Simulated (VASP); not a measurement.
Band structure of Fe (bcc). Computed with vdW-DF-cx, VASP's PBE PAW potentials (set 64) (plane waves; VASP).

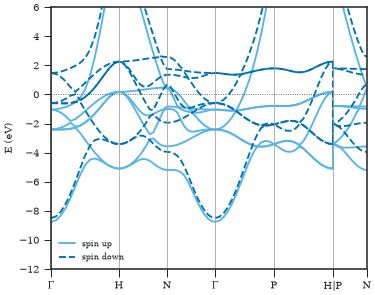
Bands along high-symmetry lines, zero at the valence-band maximum or, without a gap, the Fermi level

Question: Read the plot: is there a gap, and where are the band edges?

Answer: It has no gap at this level: it comes out as a metal or semimetal. (Edges off the drawn lines would not show.)

The compound is Fe in the bcc structure. It was relaxed first, which changed the volume by -8 %.
